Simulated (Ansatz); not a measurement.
**Geometry relaxation of CH7AlB2O2 (part 2 of 2)**

CH7AlB2O2; RKS PBE0-D4/def2-SVP (Ansatz 0.2.0). It belongs to a series of runs on one base structure; here: end point B relaxed.

Geometry of the input (Å):
```
O  -2.3398  -1.0615  0.1657
B  -1.1193  -0.4059  0.5232
C  -0.0842  -0.0303  -0.6122
Al 1.6858  -1.0884  -0.3284
B  0.2798  1.5184  -0.5791
O  0.8500  2.1584  0.6331
H  -2.1834  -1.9885  0.1749
H  -0.8362  -0.1819  1.6571
H  -0.4613  -0.2731  -1.5532
H  1.5480  -2.6618  -0.6150
H  2.5448  -0.6943  0.9194
H  0.1171  2.1911  -1.5097
H  -0.2244  0.7268  0.1194
```

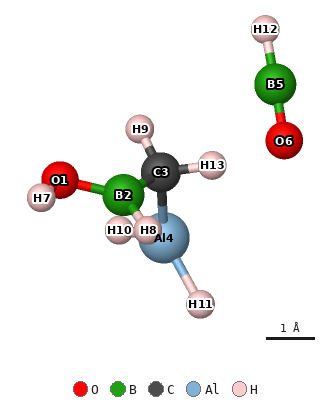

The geometry at step 25 of the log (ball-and-stick view, seen at a tilt; atoms are numbered from 1 in the order of the input).

**Trajectory as extended XYZ, continued**
```
13
Properties=species:S:1:pos:R:3:forces:R:3 step=6 energy=-13177.49989
O    -2.3550   -1.3741    0.2330   -0.0768  -0.2422  -0.2911
B    -1.2163   -0.7531    0.6368   -0.1849  -0.0434   0.2465
C    -0.2782   -0.0721   -0.3925   -0.4352   0.7931   0.1509
Al    1.4285   -1.0151   -0.1088   -0.0431   0.1189  -0.0003
B     0.7826    1.9770   -0.6598    0.8768   1.1502  -0.1093
O     1.1273    2.4545    0.4155   -0.2355  -0.3073  -0.6949
H    -2.3956   -2.3302    0.1865   -0.1820  -0.0484   0.2664
H    -0.9618   -0.6372    1.8303    0.0155  -0.2149  -0.0528
H    -0.7329   -0.0612   -1.3980    0.1349  -0.1958   0.0999
H     1.5241   -2.3955   -0.8786    0.0388  -0.0633  -0.0656
H     2.5305   -0.5309    0.9058    0.0443   0.0088   0.0389
H     0.7322    1.9996   -1.8817   -0.1358  -0.2118   0.7070
H    -0.4085    0.9472    0.1068    0.1830  -0.7439  -0.2955
13
Properties=species:S:1:pos:R:3:forces:R:3 step=9 energy=-13178.45622
O    -2.3928   -1.5945    0.0587    0.2204  -1.2805   0.3411
B    -1.3302   -0.9672    0.6444   -0.2581   0.0309  -0.1783
C    -0.3950   -0.0979   -0.2492   -0.2018   0.4230  -0.0801
Al    1.3688   -0.9842   -0.1164   -0.3304  -0.0460   0.1004
B     1.0787    2.3802   -0.8112    0.4667   0.4602  -0.3465
O     1.3349    2.9135    0.2389   -0.2361  -0.2610  -0.2138
H    -2.6872   -2.4264    0.5014    0.1389   1.3063  -0.2014
H    -1.1042   -1.1107    1.8393   -0.0209  -0.1569  -0.0864
H    -0.7805   -0.0391   -1.2858    0.0488  -0.1432   0.1244
H     1.5740   -2.3237   -0.9417    0.0736  -0.0237  -0.0790
H     2.4642   -0.4809    0.9045    0.1007   0.0627   0.0022
H     0.9889    2.0030   -1.9488   -0.1212   0.0297   0.4550
H    -0.3427    0.9371    0.1613    0.1193  -0.4014   0.1624
13
Properties=species:S:1:pos:R:3:forces:R:3 step=11 energy=-13178.70841
O    -2.3603   -1.7282   -0.0352   -0.3391  -0.6810   0.4901
B    -1.3591   -1.0975    0.6298   -0.1728   0.2742   0.0540
C    -0.4025   -0.1473   -0.1190    0.1567  -0.1069  -0.3276
Al    1.3333   -1.0894   -0.0557   -0.0905   0.1022   0.0160
B     1.1710    2.6759   -1.0190    0.0491  -0.1650  -0.3082
O     1.3406    3.1724    0.0586   -0.0327   0.0665   0.0889
H    -2.8501   -2.3495    0.5405    0.3716   0.5434  -0.5031
H    -1.2081   -1.3053    1.8200   -0.0260  -0.1023   0.1056
H    -0.7395    0.0548   -1.1517    0.0113  -0.0724   0.0475
H     1.5978   -2.3805   -0.9461   -0.0008   0.0030  -0.0254
H     2.4527   -0.5579    0.9376    0.0416  -0.0262  -0.0024
H     1.0419    2.1668   -2.0902   -0.0110   0.1477   0.1876
H    -0.2407    0.7946    0.4255    0.0425   0.0169   0.1770
13
Properties=species:S:1:pos:R:3:forces:R:3 step=14 energy=-13178.74923
O    -2.3115   -1.8148   -0.0332    0.1278   0.0585   0.0941
B    -1.3943   -1.0869    0.6652   -0.1487  -0.0860  -0.0214
C    -0.3840   -0.1909   -0.0933   -0.0448   0.0111   0.1833
Al    1.3399   -1.1248   -0.0542    0.0483  -0.0381  -0.0252
B     1.1895    2.7503   -1.0624    0.0269   0.0932   0.1628
O     1.3290    3.1997    0.0427   -0.0259  -0.0679  -0.1359
H    -2.8624   -2.3630    0.5339    0.0168   0.0218  -0.0093
H    -1.3590   -1.2052    1.8853   -0.0024   0.0392  -0.1192
H    -0.7071   -0.0022   -1.1300    0.0014  -0.0064  -0.0271
H     1.6060   -2.3670   -1.0149    0.0004   0.0200  -0.0062
H     2.4804   -0.6399    0.9422   -0.0006  -0.0190   0.0041
H     1.0641    2.3071   -2.1519   -0.0082  -0.0034  -0.0455
H    -0.2135    0.7465    0.4659    0.0090  -0.0229  -0.0543
13
Properties=species:S:1:pos:R:3:forces:R:3 step=17 energy=-13178.77434
O    -2.2429   -1.8865   -0.0177    0.0384   0.0827   0.1257
B    -1.4272   -1.0648    0.7036    0.0153  -0.1273   0.0757
C    -0.3431   -0.2353   -0.0276   -0.0951   0.0029   0.0935
Al    1.3567   -1.2123   -0.0059    0.0378   0.0038  -0.0162
B     1.1554    2.8698   -1.1720    0.0363   0.0820   0.4451
O     1.2845    3.0329    0.0172   -0.0615  -0.1177  -0.6829
H    -2.8580   -2.3717    0.5409    0.0146   0.0032  -0.0317
H    -1.5309   -1.0588    1.9290   -0.0005   0.0331  -0.2200
H    -0.6168   -0.0745   -1.0852    0.0100   0.0015  -0.0037
H     1.6422   -2.3262   -1.1116   -0.0067   0.0305   0.0215
H     2.4780   -0.8796    1.0750   -0.0375  -0.0320   0.0035
H     1.0317    2.6995   -2.3465    0.0209   0.0399   0.2189
H    -0.1527    0.7163    0.4960    0.0281  -0.0027  -0.0295
13
Properties=species:S:1:pos:R:3:forces:R:3 step=19 energy=-13178.78182 accepted=F
O    -2.2408   -1.9019   -0.0040    0.0480   0.0066  -0.0237
B    -1.4315   -1.0799    0.7203   -0.0081   0.0885  -0.0653
C    -0.3494   -0.2416    0.0027   -0.1516  -0.0928   0.0839
Al    1.3399   -1.2342    0.0627    0.2109   0.1749  -0.1809
B     1.1636    2.8984   -1.2753    0.2492  -0.1234   1.1558
O     1.3994    2.7827   -0.0860   -0.2986   0.1254  -1.5727
H    -2.8580   -2.3896    0.5470   -0.0348  -0.0308   0.0265
H    -1.5520   -1.0599    1.9312   -0.0069  -0.0170   0.0725
H    -0.6069   -0.0783   -1.0580    0.0472  -0.0089  -0.0069
H     1.7360   -2.1856   -1.1662   -0.0503   0.0327   0.1353
H     2.3894   -1.0014    1.2427   -0.1019  -0.1019  -0.0003
H     0.9403    2.9927   -2.4509    0.0589  -0.0103   0.3921
H    -0.1532    0.7076    0.5289    0.0380  -0.0428  -0.0163
13
Properties=species:S:1:pos:R:3:forces:R:3 step=22 energy=-13178.82708
O    -2.2356   -1.9239    0.0162   -0.0273  -0.0218   0.0207
B    -1.4373   -1.0852    0.7340   -0.0096   0.0311   0.0169
C    -0.3700   -0.2384    0.0074   -0.0173  -0.0278   0.0238
Al    1.3510   -1.1776    0.0492    0.0626  -0.0058  -0.0488
B     1.1867    2.8735   -1.3119    0.0642  -0.0429   0.2545
O     1.4593    2.6977   -0.1521   -0.0553   0.0040  -0.3699
H    -2.8537   -2.4092    0.5712    0.0332   0.0083  -0.0197
H    -1.5576   -1.0595    1.9485    0.0052  -0.0042  -0.0186
H    -0.6268   -0.0660   -1.0516    0.0047  -0.0055  -0.0028
H     1.8200   -2.0261   -1.2285   -0.0186   0.0923   0.0992
H     2.2903   -1.1117    1.3363   -0.0498  -0.0289  -0.0379
H     0.9225    3.0263   -2.4596    0.0094   0.0127   0.0850
H    -0.1720    0.7090    0.5361   -0.0013  -0.0115  -0.0025
13
Properties=species:S:1:pos:R:3:forces:R:3 step=25 energy=-13178.91529
O    -2.2272   -1.9761    0.0351   -0.0652   0.0755   0.0081
B    -1.4766   -1.0948    0.7561    0.2124  -0.2373   0.0481
C    -0.4380   -0.2097    0.0373   -0.0435   0.0436  -0.0184
Al    1.3640   -0.9892    0.0727   -0.1096  -0.1630   0.0905
B     1.2733    2.7538   -1.4040    0.2962  -0.3781   0.6066
O     1.7068    2.2221   -0.4022   -0.3440   0.3293  -0.9362
H    -2.8219   -2.4915    0.5878    0.0304   0.0001  -0.0034
H    -1.5802   -1.1000    1.9733   -0.0677   0.0721  -0.0369
H    -0.6861   -0.0426   -1.0242   -0.0106   0.0463   0.0011
H     1.9481   -1.6749   -1.2479    0.0400   0.1615   0.0016
H     2.1508   -1.1862    1.4482   -0.0042   0.1156  -0.0642
H     0.8488    3.2540   -2.4058    0.1130  -0.1079   0.3075
H    -0.2849    0.7440    0.5687   -0.0473   0.0422  -0.0044
13
Properties=species:S:1:pos:R:3:forces:R:3 step=27 energy=-13179.03009
O    -2.2330   -2.0084    0.0463    0.0003  -0.0177  -0.0011
B    -1.4914   -1.1203    0.7675   -0.0009   0.0074   0.0251
C    -0.4998   -0.1915    0.0467    0.0135  -0.0275  -0.0822
Al    1.3294   -0.9182    0.0735    0.0701   0.3007  -0.0507
B     1.3505    2.6403   -1.4218    0.0809  -0.0846   0.0751
O     1.8245    1.9693   -0.5410   -0.0663  -0.1380  -0.1268
H    -2.7931   -2.5554    0.6035   -0.0065  -0.0082   0.0066
H    -1.5990   -1.1162    1.9825   -0.0137  -0.0190   0.0127
H    -0.7543   -0.0175   -1.0132   -0.0016  -0.0071   0.0366
H     1.9900   -1.4531   -1.2763   -0.0143   0.0139   0.0102
H     2.1247   -1.0739    1.4463   -0.0359   0.0070  -0.0200
H     0.8849    3.2907   -2.2986    0.0272  -0.0242   0.0730
H    -0.3565    0.7633    0.5797   -0.0528  -0.0027   0.0415
13
Properties=species:S:1:pos:R:3:forces:R:3 step=30 energy=-13179.37925
O    -2.1967   -2.0751    0.0638   -0.0339  -0.0754   0.0428
B    -1.4937   -1.1459    0.7731   -0.0518   0.0537  -0.0169
C    -0.6166   -0.1206    0.0376    0.1598   0.0590  -0.0887
Al    1.3131   -0.5959   -0.0240    0.1686   0.4417  -0.0073
B     1.4845    2.3421   -1.3627    0.0276   0.0860   0.0520
O     1.8776    1.4658   -0.6313   -0.1834  -0.2591  -0.0160
H    -2.6944   -2.6701    0.6333    0.0577   0.0356  -0.0390
H    -1.5670   -1.1635    1.9917    0.0202  -0.0315   0.0027
H    -0.9180    0.0538   -1.0104   -0.0627  -0.0353   0.0217
H     1.9545   -1.1991   -1.3532   -0.0642  -0.1350  -0.0184
H     2.1044   -0.7326    1.3583   -0.0250  -0.0056  -0.0410
H     1.0883    3.2130   -2.0667    0.0765  -0.0998   0.0601
H    -0.5593    0.8372    0.5856   -0.0894  -0.0343   0.0480
13
Properties=species:S:1:pos:R:3:forces:R:3 step=33 energy=-13179.45516
O    -2.1559   -2.1087    0.0640    0.0155  -0.0539   0.0226
B    -1.4741   -1.1602    0.7695   -0.0546   0.0456  -0.0166
C    -0.6557   -0.0836    0.0349   -0.0021   0.0569   0.0203
Al    1.2915   -0.5002   -0.0504    0.0035  -0.0949   0.0439
B     1.5509    2.3281   -1.3532    0.0748  -0.0749   0.1282
O     1.8359    1.3708   -0.6723   -0.1109   0.1547  -0.2209
H    -2.6047   -2.7364    0.6382    0.0321   0.0280  -0.0269
H    -1.5249   -1.1988    1.9897    0.0296  -0.0282   0.0014
H    -0.9984    0.0751   -1.0034   -0.0024  -0.0119   0.0161
H     1.8372   -1.2961   -1.3327   -0.0327   0.0162   0.0498
H     2.0982   -0.6113    1.3244    0.0005   0.0120  -0.0102
H     1.2585    3.2639   -2.0153    0.0470  -0.0027   0.0120
H    -0.6818    0.8664    0.6020   -0.0005  -0.0472  -0.0197
13
Properties=species:S:1:pos:R:3:forces:R:3 step=35 energy=-13179.48382
O    -2.0971   -2.1523    0.0548   -0.0889  -0.0005   0.0791
B    -1.4899   -1.1681    0.7818    0.2108  -0.1482  -0.0374
C    -0.7093   -0.0535    0.0628   -0.1209   0.0233   0.0734
Al    1.2317   -0.4910   -0.0434   -0.0013  -0.0225   0.0188
B     1.6217    2.3542   -1.3927    0.0677  -0.0708   0.0645
O     1.7869    1.3329   -0.7685   -0.1054   0.2149  -0.1975
H    -2.5107   -2.8162    0.6154    0.0444   0.0424  -0.0417
H    -1.5069   -1.2534    2.0027   -0.0760   0.0427  -0.0425
H    -1.0599    0.1072   -0.9723    0.0122   0.0020   0.0114
H     1.7258   -1.3688   -1.2884   -0.0060   0.0014   0.0275
H     2.0841   -0.5222    1.3092   -0.0158   0.0006  -0.0086
H     1.4528    3.3542   -2.0086    0.0459  -0.0904   0.0724
H    -0.7521    0.8859    0.6426    0.0334   0.0051  -0.0195
13
Properties=species:S:1:pos:R:3:forces:R:3 step=38 energy=-13179.51641
O    -2.0559   -2.2330    0.0503   -0.0229  -0.0143  -0.0379
B    -1.4951   -1.2456    0.8096   -0.1991  -0.3955   0.2667
C    -0.8143   -0.0632    0.1485    0.2405   0.4825  -0.2887
Al    1.1332   -0.4314   -0.0550   -0.0783   0.1389   0.0292
B     1.7784    2.4103   -1.4916    0.0284   0.3837  -0.1770
O     1.5990    1.3598   -0.9399   -0.0280  -0.4278   0.1961
H    -2.4121   -2.9425    0.5904   -0.0064  -0.0298   0.0041
H    -1.5141   -1.3800    2.0240   -0.0056   0.0028   0.0287
H    -1.1828    0.1282   -0.8767    0.0109  -0.0031   0.0693
H     1.5975   -1.3919   -1.2378    0.0275  -0.0350  -0.0582
H     2.0631   -0.3066    1.2404    0.0095   0.0099  -0.0013
H     1.9388    3.4507   -2.0307    0.0227  -0.0366   0.0098
H    -0.8587    0.8542    0.7638    0.0007  -0.0758  -0.0409
13
Properties=species:S:1:pos:R:3:forces:R:3 step=40 energy=-13179.52753
O    -2.0617   -2.2603    0.0639    0.0418   0.0791   0.0377
B    -1.4980   -1.2736    0.8246   -0.0219  -0.0529  -0.0201
C    -0.8444   -0.0590    0.1477   -0.0135   0.0104  -0.0044
Al    1.1018   -0.3911   -0.0706    0.0250  -0.0119  -0.0055
B     1.8309    2.4171   -1.5013    0.0071   0.0136  -0.0056
O     1.5894    1.3703   -0.9574   -0.0021  -0.0039   0.0028
H    -2.3903   -2.9841    0.6025   -0.0175  -0.0383   0.0110
H    -1.4865   -1.4200    2.0399    0.0014   0.0128  -0.0394
H    -1.2429    0.1336   -0.8636   -0.0084  -0.0141   0.0054
H     1.5783   -1.3601   -1.2510   -0.0019   0.0012   0.0009
H     2.0369   -0.2563    1.2224   -0.0049   0.0024  -0.0020
H     2.0666    3.4449   -2.0345    0.0032  -0.0044   0.0017
H    -0.9032    0.8478    0.7727   -0.0084   0.0058   0.0175
13
Properties=species:S:1:pos:R:3:forces:R:3 step=43 energy=-13179.52831
O    -2.0546   -2.2750    0.0752   -0.0028  -0.0068   0.0068
B    -1.4957   -1.2830    0.8291    0.0030   0.0025  -0.0048
C    -0.8655   -0.0581    0.1470   -0.0074  -0.0023   0.0048
Al    1.0833   -0.3767   -0.0803   -0.0013  -0.0047  -0.0025
B     1.8627    2.4227   -1.5037    0.0039   0.0070  -0.0032
O     1.5808    1.3831   -0.9652   -0.0030   0.0013   0.0007
H    -2.3692   -3.0058    0.6140    0.0029   0.0045  -0.0061
H    -1.4680   -1.4284    2.0425    0.0000   0.0031   0.0012
H    -1.2797    0.1276   -0.8591    0.0046  -0.0007   0.0030
H     1.5590   -1.3452   -1.2614    0.0010   0.0014  -0.0003
H     2.0184   -0.2402    1.2123   -0.0001   0.0000  -0.0006
H     2.1396    3.4429   -2.0318   -0.0013  -0.0063   0.0032
H    -0.9342    0.8451    0.7768    0.0004   0.0010  -0.0022
```

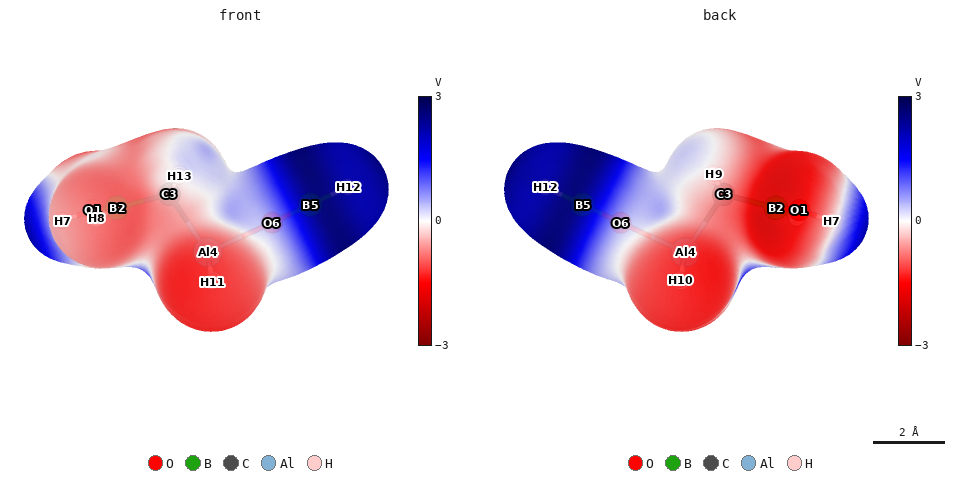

The electrostatic potential painted on the density surface at 0.002 e/bohr³, seen face on and from behind; red is negative and blue positive.

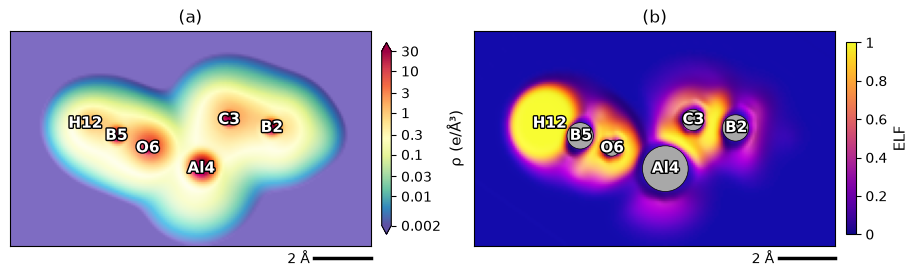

(a) electron density; (b) electron localisation function on the plane of atoms C3, Al4 and O6. Grey discs, where drawn, cover atomic cores. The section cuts through B, C, Al, O and H sites. C–B (1.54 Å): ρ at the midpoint is about 1.5 e/Å³; the ELF peaks at about 0.95 between the atoms, which marks localised, shared-pair bonding.

**Summary**

- outcome: converged
- total energy: −13179.5283 eV
- mean-field energy: −13179.3186 eV
- largest force (length of the vector) at the end: 0.010 eV/Å
- wall time: 2 min (CPU time 3.9 min)
- peak memory: 0.32 GiB
